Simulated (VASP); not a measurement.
Band structure of MgSe (relaxed from the 6H structure, space group P6_3mc). Method: r2SCAN meta-GGA, VASP's PBE PAW potentials (set 64) (plane waves; VASP 6.6.1).

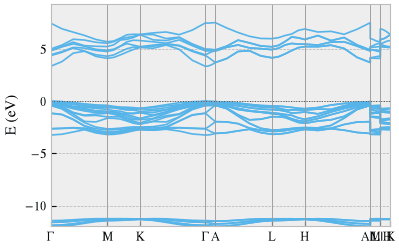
*Bands along high-symmetry lines, zero at the valence-band maximum or, without a gap, the Fermi level*

Q: Read the plot: is there a gap, and where are the band edges?

A: The gap is direct, 3.35 eV, from the valence maximum at Γ to the conduction minimum at Γ.

The structure was generated: MgSe was put into the 6H type (P6_3mc), which need not be its known phase. It was relaxed first.
